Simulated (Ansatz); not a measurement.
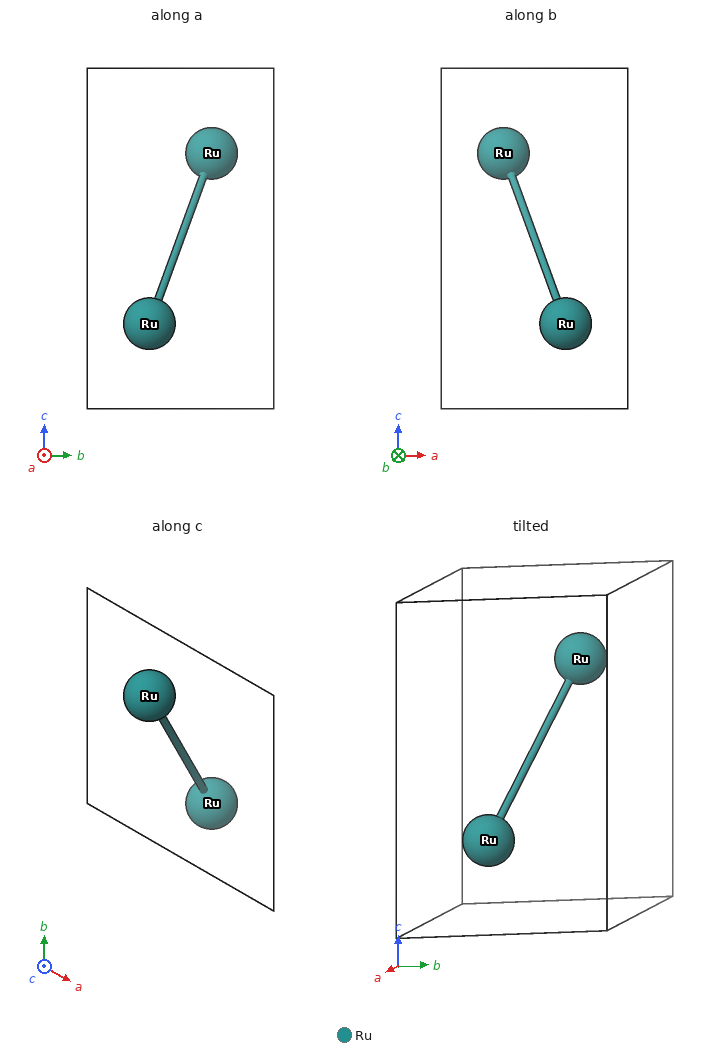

Figure: ball-and-stick view along the a axis, along the b axis, along the c axis and slightly off an axis. The wireframe shows the conventional unit cell.

Lattice parameters: a = 2.720 Å, b = 2.720 Å, c = 4.298 Å, α = 90.00°, β = 90.00°, γ = 120.00°.

Reconstruct the structure as a table of Wyckoff sites.

Space group P6_3/mmc (No. 194).
```
atom  site       x       y       z
  Ru    2d  0.3333  0.6667  0.7500
```

The structure was taken from the standard structure of this element. Earlier steps of the study may have refined or changed the cell and positions. An electronic-structure calculation with Ansatz was run on it.
